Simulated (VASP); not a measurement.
Band structure of Ag3Al (ordered alloy cell). Method: PBEsol GGA, VASP's PBE PAW potentials (set 64) (plane waves; VASP 6.6.1).

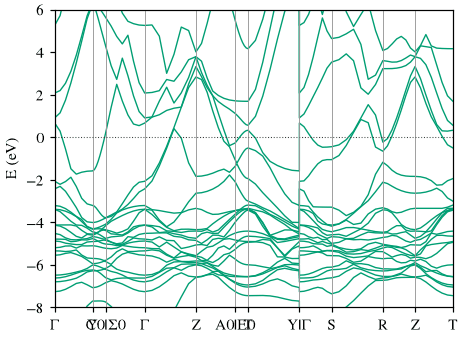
Fig. 1. Bands along high-symmetry lines, zero at the valence-band maximum or, without a gap, the Fermi level

### Question
Read the plot: is there a gap, and where are the band edges?

### Answer
It has no gap at this level: it comes out as a metal or semimetal. (Edges off the drawn lines would not show.)

The structure was generated: Ag3Al was put into an ordered model structure (Cmmm), which need not be its known phase. It was relaxed first.
